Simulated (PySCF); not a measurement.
Single-point calculation of C2H6AlCl

C2H6AlCl, computed with PBE/cc-pVDZ, RKS (PySCF 2.14.0).

The geometry comes from this level: PBE0-D4/def2-TZVP.

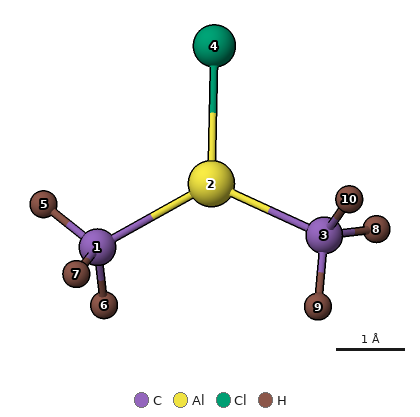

**Figure 1.** The structure (ball-and-stick view, seen at a tilt; atoms are numbered from 1 in the order of the input). Sticks mark near contacts.

## Key numbers

- outcome: converged
- total energy: −782.086861 hartree
- basis functions: 94
- HOMO: −6.49 eV
- LUMO: −1.37 eV
- dipole moment: 2.10 D
- hardware: 1 thread of Intel Xeon @ 2.70GHz, 189 GiB of memory available, shared host
- wall time: 24 s
- peak memory: 0.48 GiB

## Input (calc.py)
```python
from pyscf import gto, dft

mol = gto.M(
    atom='''
C   -0.517700   1.358200  -0.989200
Al  -0.252300  -0.446600  -0.322400
C    0.742200  -0.932200   1.273500
Cl  -1.112300  -2.038200  -1.415400
H   -1.121400   1.383800  -1.898300
H   -1.010200   1.981400  -0.235400
H    0.443800   1.835600  -1.206000
H    0.102400  -1.471200   1.979300
H    1.158700  -0.063300   1.788800
H    1.566900  -1.607500   1.025200
''',
    verbose=3,
    basis='cc-pvdz',
    max_memory=1860,
    charge=0,
)

ks = dft.RKS(mol)
ks.xc = 'pbe'
ks.conv_tol = 1e-10
ks.grids.level = 5
ks.kernel()
if not ks.converged:
    ks = ks.newton().run(ks.mo_coeff, ks.mo_occ)

e_tot = ks.e_tot
print('E(%s) = %.9f' % ('PBE', e_tot))
```

Launch command:
```bash
OMP_NUM_THREADS=1 python calc.py
```

## What the program printed
```
converged SCF energy = -782.086860929209
E(PBE) = -782.086860929
```

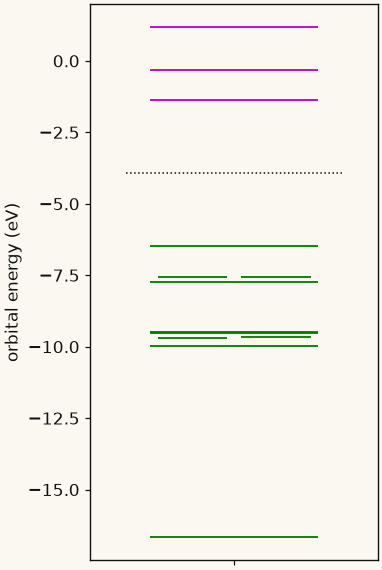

**Figure 2.** Orbital energies near the frontier; the dotted line parts filled from empty levels, and levels within 0.02 eV of each other stand side by side. Highest filled −6.49 eV, lowest empty −1.37 eV, 5.12 eV apart.
